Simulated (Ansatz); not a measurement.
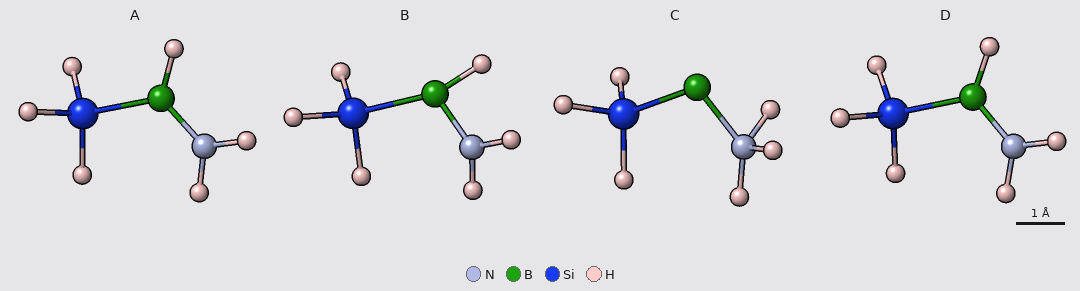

4 geometries from a converged minimum-energy path of BSiNH6, shuffled. Style: ball-and-stick. Shown at a tilt.

All numbers below come from RKS PBE-D4/STO-3G (Ansatz). Settings: 9 movable images; climbing image; force threshold 0.05 eV/Å; iteration limit 60; starting path through a guess of the saddle point.

Q: One of them is the converged climbing image. Which?

A: C. In order along the path, whose images run from 0 to 10: A (image 1, 0.0 kcal/mol), D (image 2, +0.2 kcal/mol), B (image 5, +43.9 kcal/mol), C (image 8, +155.0 kcal/mol). A hydrogen atom shifts from one atom to another. Breaking: B–H (1.18 → 2.27 Å). Forming: H–N (2.18 → 1.07 Å).

Limits of the set-up: STO-3G is a minimal basis, so the numbers are rough.

The run took 110 s on 1 thread of Arm Neoverse V2 (shared host), peak memory 0.08 GiB.
